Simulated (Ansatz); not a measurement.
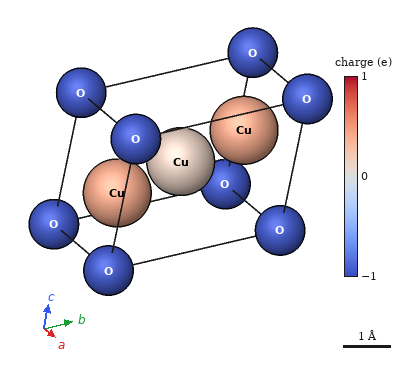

Crystal structure, spheres-only style, seen slightly off an axis. The simulation cell is outlined; an atom on or near a face, edge or corner is repeated at each equivalent position. The atoms of this Cu$_{3}$O cell are coloured by their Bader charge.

The numbers come from DFT PBE, scalar-relativistic, plane waves, PAW (Ansatz 0.2.0), using a 420 eV plane-wave basis, a 14×14×14 grid in reciprocal space, Gaussian smearing of 0.1 eV, no spin polarisation.

Summarise the charge transfer.

Answer. Most positive: Cu; most negative: O. Charges: about Cu +0.1 to +0.4 e; O -0.9 e.

Its origin is a structure type filled with these elements by a generator (whether the compound takes this form wasn't checked). Earlier steps of the study, as a rule a relaxation of our own, may have changed the cell and positions, so they can lie some per cent off the listed ones. It was run through Ansatz as a DFT input.
